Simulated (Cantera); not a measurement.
Input: 1 mol C6H6, 0.097 mol O2, 0.51 mol N2, at 0.00133 bar.

These are equilibrium values from Cantera (NASA tables, ideal gas, pure condensed phases), not measurements of a reactor. Candidate condensed phases: C, C6H6, C7H8, C8H18, H2O; 136 gas species. Kinetics and transport are ignored.

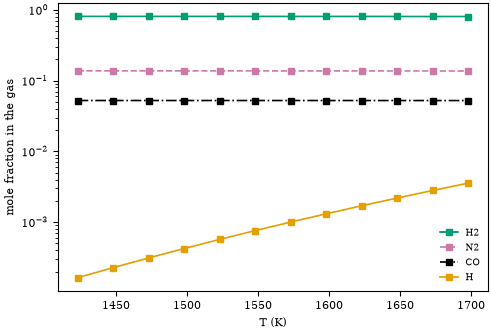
Figure. Equilibrium gas composition (values under 1e-9 drawn at 1e-9)

From 1423 K to 1698 K the condensed part is C(graphite). The main C-bearing gas is CO throughout.
